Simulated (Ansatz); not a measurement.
# Work function of Li by crystal face

How much does the work function of Li differ between its low-index faces, and does the functional change the order?

**Method.** Ansatz 0.2.0, plane waves with PAW datasets (its set soft_2) at their recommended cutoffs; symmetric slabs of 7 layers (11 for bcc (111)) cut at the tabulated experimental lattice constant, atoms at bulk places, 18 Å of vacuum, k-spacing 0.16 Å⁻¹ (2π included), Fermi-Dirac smearing of 0.1 eV, SCF threshold 1e-9 eV; spin-polarised where the metal is Fe, Co or Ni. The work function is the vacuum level less the Fermi level; differences are formed before rounding.

Results:

```tsv
face	atoms per nm²	LDA (eV)	PBEsol (eV)	r2SCAN (eV)	PBE (eV)	RPBE (eV)	PBE, relaxed (eV)
(110)	11.6	3.34	3.28	3.26	3.25	3.21	3.20
(100)	8.2	3.12	3.06	3.03	3.04	2.99	3.01
(111)	4.7	2.97	2.91	2.86	2.89	2.84	2.78
```

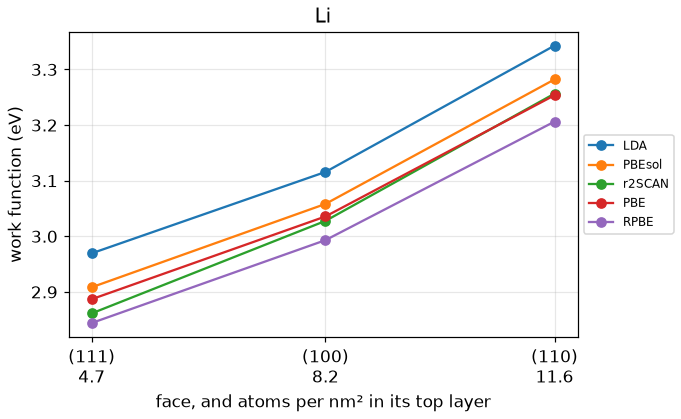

Work function against the density of the top layer.

**Reading.** With PBE the work function runs from 3.25 eV on (110) to 2.89 eV on (111). It falls with the atom density, as Smoluchowski smoothing would have it: on an open face electrons flow from the ridges into the troughs, which weakens the surface dipole. All functionals in the table give the same order. LDA lies 0.08 to 0.09 eV above PBE. Relaxing all layers with PBE (forces under 0.01 eV/Å) moves the values by −0.11 to −0.03 eV.

What the numbers leave out: Slabs this thin leave size errors that can reach a tenth of an eV or more. The functionals share one unrelaxed geometry at the tabulated experimental lattice constant; the relaxed column keeps that in-plane lattice, which is not PBE's own.

[Logs are printed without paths, hosts, clocks, repeated set-up lines and the standing remarks that a program may print on its own settings, such as how far it seeks lower states.]
